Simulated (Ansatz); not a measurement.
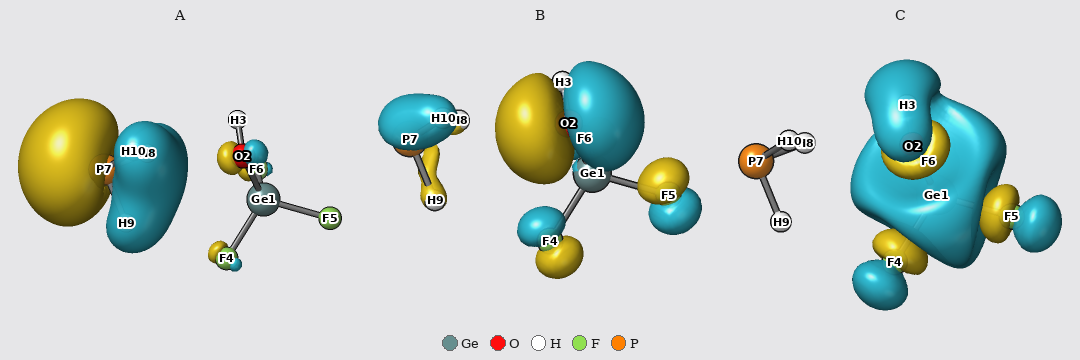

Figure. F3GeHO···PH3. Three frontier orbitals at ±0.08 Å⁻³ᐟ² (yellow and cyan are the two phases), in no order.

Method: RKS PBE/def2-SVP in Ansatz 0.2.0.

Input file:

```
crystal:
  periodic: [false, false, false]
  atoms:
    - { symbol: Ge, position_ang: [-0.098747, 0.108991, 0.121618] }
    - { symbol: O, position_ang: [-0.202532, 0.354522, 1.869719] }
    - { symbol: H, position_ang: [-0.809929, -0.295971, 2.272059] }
    - { symbol: F, position_ang: [1.528701, 0.240576, -0.447675] }
    - { symbol: F, position_ang: [-0.913969, 1.423133, -0.655114] }
    - { symbol: F, position_ang: [-0.911612, -1.309467, -0.463172] }
    - { symbol: P, position_ang: [1.669094, -2.664196, 1.280534] }
    - { symbol: H, position_ang: [0.503604, -3.083592, 0.551634] }
    - { symbol: H, position_ang: [2.314235, -2.100573, 0.126814] }
    - { symbol: H, position_ang: [1.102757, -1.427625, 1.717183] }
basis:
  gaussian: { orbitals: def2-SVP }
hamiltonian:
  xc: pbe
relax:
  f_tol: 0.03
  max_steps: 50
output:
  orbitals: {}
```

Command:

```sh
ansatz run input.yaml --threads 4 --pin off --max-ram 5120MiB --backend cpu --events-out ev --progress --plain --runs-dir out
```

The fields are those of the run's last geometry, not of the input's.

Q: Order the three orbitals by energy and name them.

A: B is the HOMO−1 (−8.53 eV). It lies mainly on O2 (about 75 %) and Ge1 (about 5 %); largely a lone pair of O2. A is the HOMO (−6.78 eV). Its weight (Hirshfeld) is mainly on P7 (about 80 %) and H9 (about 5 %); largely a lone pair of P7. C is the LUMO (−2.58 eV). Its weight (Hirshfeld) is mainly on Ge1 (about 40 %), O2 (about 15 %), F6 (about 15 %), F5 (about 10 %) and F4 (about 10 %).

Q: What is the HOMO–LUMO gap?

A: 4.20 eV between the orbital energies.
